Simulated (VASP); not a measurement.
Here is the system:

```xyz
3
Lattice="1.8362 -3.1804 0.0000 1.8362 3.1804 0.0000 0.0000 0.0000 6.3818" Properties=species:S:1:pos:R:3 pbc="T T T"
Ti     0.0000     0.0000     0.0000
Se     1.8362     1.0601     1.5502
Se     1.8362    -1.0601     4.8316
```

The numbers are results of vdW-DF2, VASP's PBE PAW potentials (set 64) (plane waves; VASP), not measurements. Numerical set-up: 520 eV cut-off, 11×11×6 Γ-centred mesh, tetrahedra with Blöchl corrections, potentials Ti_sv Se.

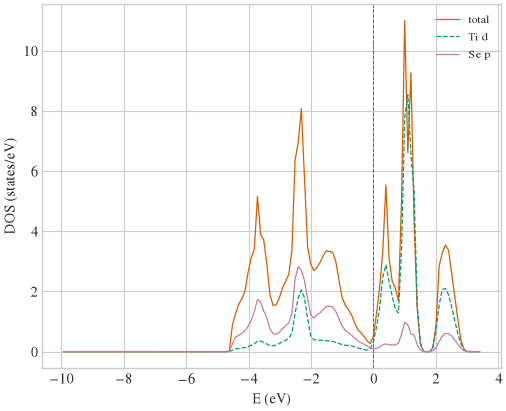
Figure. Total and projected density of states, zero at the Fermi level

Within 2 eV below the Fermi level the largest weight inside VASP's projection spheres is Se p, then Ti d.

It has no gap at this level: it comes out as a metal or semimetal.

The compound is TiSe2 in the 1T layered structure. It was relaxed first, which changed the volume by +14 %.
